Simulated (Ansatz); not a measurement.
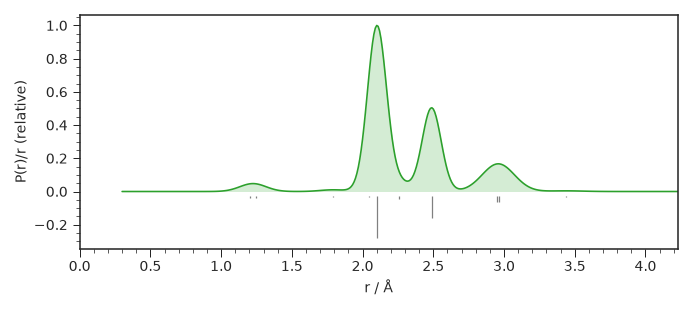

Simulated gas electron diffraction: radial distribution curve of BH₂LiTe. Each pair of atoms contributes with weight ZᵢZⱼ/r (bars below the curve); damping constant 0.001 Å²; vibrational amplitudes assumed, not computed: 0.05 Å for bonds, 0.078 Å for bonds to H, 0.06 + 0.015 r up to 0.15 Å for other pairs. The geometry is the end point of an optimisation (RKS r2SCAN-D4/def2-SVP in Ansatz 0.2.0); it may be a saddle point or a higher isomer. SMILES: [Li][Te]B.

Which pairs of atoms lie under the first 4 clear peaks? Mark bonded pairs by – and others by ···.

Peak 1, 1.23 Å: B–H 1.20–1.25 Å (×2)
Peak 2, 2.10 Å: Te–B 2.10 Å
Peak 3, 2.49 Å: Te–Li 2.49 Å
Peak 4, 2.96 Å: Te···H 2.95–2.97 Å (×2)
